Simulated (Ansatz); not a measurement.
**C2H3F3 (1,1,2-trifluoroethane) at HF/x2c-TZVPall (sfX2C)**

What is the energy difference between two shapes of C2H3F3 (1,1,2-trifluoroethane) at HF/x2c-TZVPall (sfX2C)? 

The results are computed with Ansatz 0.2.0.

3 further runs of the same task are left out: 1 that didn't finish, 2 set aside as unsound or not needed.

## Step 1: Starting point

C2H3F3: 8 atoms, total charge 0, spin state singlet. As SMILES, `FCC(F)F`. Geometry: relaxed at PBE0-D4/def2-TZVP. This is one conformer, not always the lowest.

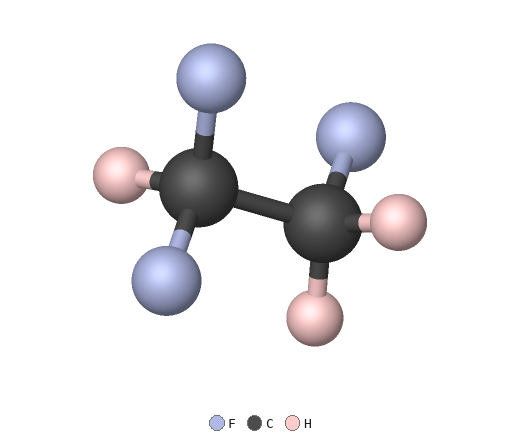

The structure, seen from a chosen angle (fluorine light blue, carbon dark grey, hydrogen pink).

## Step 2: Energy and gradient at HF/x2c-TZVPall (sfX2C)

input.yaml

```yaml
crystal:
  periodic: [false, false, false]
  atoms:
    - {symbol: F, position_ang: [-1.142800, -0.681000, 1.163100]}
    - {symbol: C, position_ang: [-0.188200, 0.195100, 0.711800]}
    - {symbol: C, position_ang: [0.172900, -0.152400, -0.711300]}
    - {symbol: F, position_ang: [0.824200, -1.335800, -0.756500]}
    - {symbol: F, position_ang: [1.011700, 0.803600, -1.182200]}
    - {symbol: H, position_ang: [0.701700, 0.118900, 1.342500]}
    - {symbol: H, position_ang: [-0.588500, 1.211500, 0.747300]}
    - {symbol: H, position_ang: [-0.698800, -0.217000, -1.370500]}
basis:
  gaussian:
    orbitals: x2c-TZVPall.json
total_charge: 0
hamiltonian:
  xc: hf
  pseudopotentials: {relativity: scalar}
output: {forces: true}
```

The basis set x2c-TZVPall is read from a file made from the Basis Set Exchange's data (not shown).

Launch:

```
$ ansatz run input.yaml --threads 1 --pin off --max-ram 2610MiB --events-out events.jsonl --progress --plain --runs-dir runs
```

Standard output:

```text
Warning: RAYON_NUM_THREADS=1 ignored (pool sized by the plan → 1); use --threads N
Functional definition: HF
  name "HF"
  exchange = exact_x
  correlation = 0
1189 factors; their error is unknown
mean field evaluation 1: about -10235.4865 eV, gradient 3.6e1 eV
mean field evaluation 2: about -10237.4105 eV, gradient 2.0e1 eV
mean field evaluation 4: about -10237.9862 eV, gradient 6.0e-1 eV
mean field evaluation 8: about -10238.1573 eV, gradient 6.8e-1 eV
mean field -10238.15775446 eV, -376.2453578038 hartree, gradient 2.2e-5 eV, S^2 0.000000; 0 other end points of the search recorded, 0 dependent functions left out
the calculation of the forces begins
reference -10238.15775446 eV, -376.2453578038 hartree; 21, 21 occupied and 152, 152 virtual orbitals, 1189 factors
Total energy: -10238.15775446 eV, -376.2453578038 hartree
Relativity: scalar
Atom 0 at    -1.142800    -0.681000     1.163100 Å, force     0.541894     0.494570    -0.287387 eV/Å
Atom 1 at    -0.188200     0.195100     0.711800 Å, force    -0.101286    -0.013991     0.384898 eV/Å
Atom 2 at     0.172900    -0.152400    -0.711300 Å, force     0.310169    -0.225502    -0.550499 eV/Å
Atom 3 at     0.824200    -1.335800    -0.756500 Å, force    -0.380629     0.895941    -0.001446 eV/Å
Atom 4 at     1.011700     0.803600    -1.182200 Å, force    -0.551269    -0.751031     0.351225 eV/Å
Atom 5 at     0.701700     0.118900     1.342500 Å, force    -0.404780    -0.000567    -0.203619 eV/Å
Atom 6 at    -0.588500     1.211500     0.747300 Å, force     0.107556    -0.435402     0.008563 eV/Å
Atom 7 at    -0.698800    -0.217000    -1.370500 Å, force     0.478344     0.035981     0.298264 eV/Å
Dipole moment:    -0.144199     0.322366     0.048678 e Å
```

Wall time 5.1 s (1 thread of AMD EPYC 7R43 (Zen 3), shared host); peak memory 0.35 GiB.

## Step 3: The distorted shape, same level

input.yaml

```yaml
crystal:
  periodic: [false, false, false]
  atoms:
    - {symbol: F, position_ang: [-1.163543, -0.698947, 1.194464]}
    - {symbol: C, position_ang: [-0.153633, 0.170132, 0.707158]}
    - {symbol: C, position_ang: [0.186736, -0.141800, -0.723554]}
    - {symbol: F, position_ang: [0.798232, -1.348957, -0.729343]}
    - {symbol: F, position_ang: [0.994387, 0.823795, -1.199463]}
    - {symbol: H, position_ang: [0.710929, 0.112277, 1.329925]}
    - {symbol: H, position_ang: [-0.619110, 1.206797, 0.775510]}
    - {symbol: H, position_ang: [-0.658346, -0.216290, -1.338909]}
basis:
  gaussian:
    orbitals: x2c-TZVPall.json
total_charge: 0
hamiltonian:
  xc: hf
  pseudopotentials: {relativity: scalar}
output: {forces: true}
```

The basis set x2c-TZVPall is read from a file made from the Basis Set Exchange's data (not shown).

Launch:

```
$ ansatz run input.yaml --threads 1 --pin off --max-ram 2610MiB --events-out events.jsonl --progress --plain --runs-dir runs
```

Standard output, cut to the lines that bear on the results:

```text
Warning: RAYON_NUM_THREADS=1 ignored (pool sized by the plan → 1); use --threads N
[... 2 set-up lines as earlier in the session ...]
[...]
1189 factors; their error is unknown
[...]
mean field -10237.96049330 eV, -376.2381085897 hartree, gradient 2.2e-5 eV, S^2 0.000000; 0 other end points of the search recorded, 0 dependent functions left out
[...]
reference -10237.96049330 eV, -376.2381085897 hartree; 21, 21 occupied and 152, 152 virtual orbitals, 1189 factors
Total energy: -10237.96049330 eV, -376.2381085897 hartree
Relativity: scalar
Atom 0 at    -1.163543    -0.698947     1.194464 Å, force     1.858985     1.007828    -0.995371 eV/Å
Atom 1 at    -0.153633     0.170132     0.707158 Å, force    -2.906313     1.427716     0.802179 eV/Å
Atom 2 at     0.186736    -0.141800    -0.723554 Å, force     0.712729    -0.732217     1.024172 eV/Å
Atom 3 at     0.798232    -1.348957    -0.729343 Å, force     0.178093     0.969025    -0.489776 eV/Å
Atom 4 at     0.994387     0.823795    -1.199463 Å, force    -0.118144    -0.895200     0.322031 eV/Å
Atom 5 at     0.710929     0.112277     1.329925 Å, force     0.271064    -0.235279     0.314074 eV/Å
Atom 6 at    -0.619110     1.206797     0.775510 Å, force     0.945031    -1.537399    -0.174636 eV/Å
Atom 7 at    -0.658346    -0.216290    -1.338909 Å, force    -0.941446    -0.004473    -0.802672 eV/Å
Dipole moment:    -0.075090     0.339728    -0.000008 e Å
```

It took 5.4 s on 1 thread of AMD EPYC 7R43 (Zen 3), shared host; peak memory 0.35 GiB.

## Step 4: What came out

At HF/x2c-TZVPall (sfX2C):

| quantity | value |
| --- | --- |
| first shape: total energy | -376.24536 Eh |
| first shape: dipole moment | 1.71 D |
| first shape: largest force on an atom | 0.996 eV/Å |
| distorted shape: total energy | -376.23811 Eh |
| distorted shape: dipole moment | 1.67 D |
| distorted shape: largest force on an atom | 3.336 eV/Å |
| energy change with the atoms displaced | 0.197 eV |

In words: With the atoms displaced the energy rises by 0.20 eV (4.5 kcal/mol). The first shape isn't relaxed at this level, so the change isn't measured from a minimum. The largest force (first shape) is 1.00 eV/Å: the shape isn't a stationary point for this species at this level. Mulliken charges (first shape) run from -0.30 on F1 to +0.42 on C3; they depend strongly on the basis. Mulliken charges (distorted shape) run from -0.31 on F1 to +0.44 on C3.
